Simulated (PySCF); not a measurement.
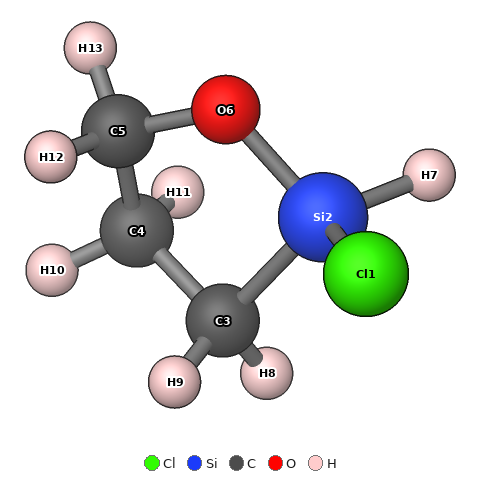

Structure of C₃H₇ClOSi, SMILES Cl[Si@H]1CCCO1.

Kohn-Sham orbital energies near the frontier, PBE0/def2-SVPD in PySCF, at a GFN2-xTB geometry (no frequency check), isolated molecule; empty levels in grey, levels within 0.03 eV side by side.

> Where do the frontier orbitals lie?

HOMO at −8.07 eV, LUMO at 0.46 eV, 8.53 eV apart.

> How far below the HOMO does the next level lie?

0.63 eV.

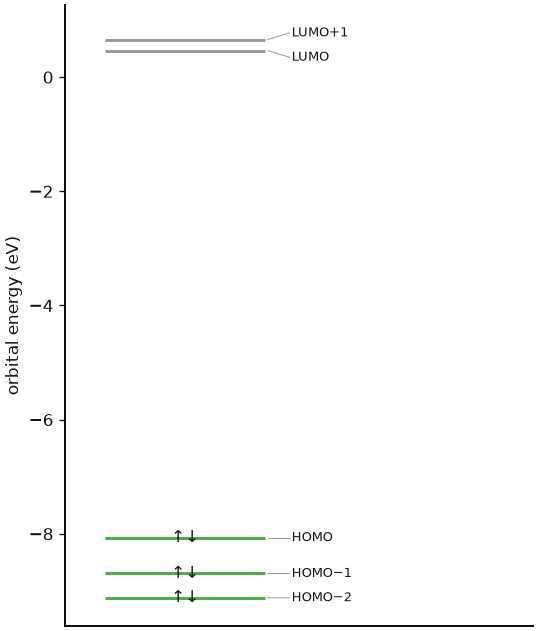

Known limits of this run: the tight-binding geometry is rougher than a DFT one and adds to the error; one conformer of a flexible molecule; empty levels above zero depend strongly on the basis.
